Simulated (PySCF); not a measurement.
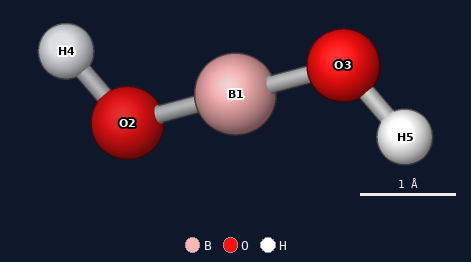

*The structure as given in the input (ball-and-stick view, seen at an oblique angle; atoms are numbered from 1 in the order of the input).*

Bond lengths as drawn: B–O 1.30 Å and H–O 1.00 Å.

Run report: BH₂O₂, frequency calculation

The run: frequency calculation of BH₂O₂, multiplicity 2. Method and program: UKS-based PBE0, B def2-TZVP, O def2-TZVP, H def2-TZVP; non-relativistic Hamiltonian; density fitting (PySCF 2.14.0).

Input file
```python
from pyscf import gto, scf, dft
mol = gto.M(atom='''
B      0.000000     0.000000     0.000000
O      0.132399     0.000000     1.294854
O     -0.132399     0.000000    -1.294854
H     -0.721562     0.000000     1.806051
H      0.721562     0.000000    -1.806051''',
    basis={'B': 'def2-TZVP', 'O': 'def2-TZVP', 'H': 'def2-TZVP'},
    charge=0, spin=1)
mf = dft.UKS(mol, xc='PBE0')
mf.grids.atom_grid = (75, 302)
aux = {'B': 'def2-universal-JKFIT', 'O': 'def2-universal-JKFIT', 'H': 'def2-universal-JKFIT'}
mf = mf.density_fit(auxbasis=aux)
mf.conv_tol = 1e-09
mf.diis_space = 10
mf.max_cycle = 60
mf.verbose = 4
mf.kernel()
```

The script is an equivalent of the set-up of the self-consistent field. The run itself was carried out by a driver, which started from the orbitals of the step before it where there was one and computed the further properties.

Launch command:
```bash
OMP_NUM_THREADS=4 python axn.py task.json out
```

What the program printed
```
init E= -176.330194956139
  alpha nocc = 12  HOMO = -0.112402871487095  LUMO = -0.0175661213546066
  beta  nocc = 11  HOMO = -0.405491157848211  LUMO = -0.0312384882936582
  HOMO = -0.112402871487  LUMO = -0.0312384882937  gap/eV = 2.20860
cycle= 1 E= -176.330194956136  delta_E= 3.58e-12  |g|= 3.9e-06  |ddm|= 4.37e-06
  alpha nocc = 12  HOMO = -0.112403023938469  LUMO = -0.0175663991307791
  beta  nocc = 11  HOMO = -0.405491451222634  LUMO = -0.0312386353804299
  HOMO = -0.112403023938  LUMO = -0.0312386353804  gap/eV = 2.20860
Extra cycle  E= -176.330194956122  delta_E= 1.4e-11  |g|= 7.34e-06  |ddm|= 7.64e-06
converged SCF energy = -176.330194956122  <S^2> = 0.75175144  2S+1 = 2.0017507
```

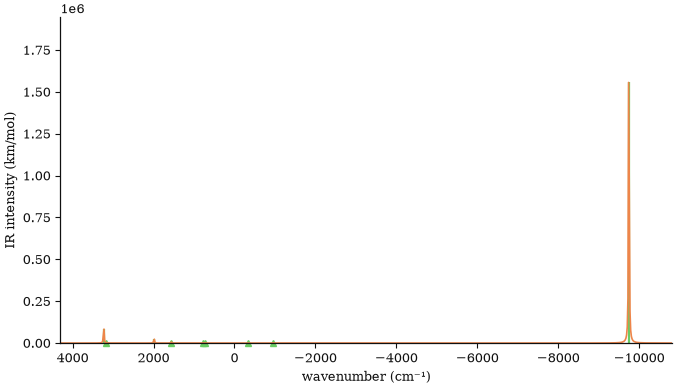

*Harmonic infrared spectrum, unscaled: sticks (degenerate modes added up, dark ones marked on the axis) with a Lorentzian envelope of 16 cm⁻¹ full width, scaled to the tallest stick; imaginary modes are drawn at negative wavenumbers.*

9 modes from 9746i to 3230 cm⁻¹, 3 imaginary beyond 8i (9746i, 951i, 340i cm⁻¹): not a minimum. The strongest line is at 9746i cm⁻¹ (1556145 km/mol). All modes, in cm⁻¹ (km/mol): 9746i (1556145), 951i (578), 340i (40), 734 (0.0), 779 (0.0), 1564 (5415), 1986 (23100), 3171 (0.0), 3230 (83495).

Key numbers

| quantity | value |
| --- | --- |
| outcome | converged |
| total energy | −176.330195 hartree |
| ⟨S²⟩ | 0.752 |
| zero-point energy | 0.026116 hartree |
| dipole moment | 0.00 D |
| wavenumbers, lowest and highest | 9746i and 3230 cm⁻¹ |
| hardware | 4 threads of Arm Neoverse V1, 112 GiB of memory available, shared host |
| wall time | 2.2 min (CPU time 6.8 min) |
| peak memory | 1.4 GiB |
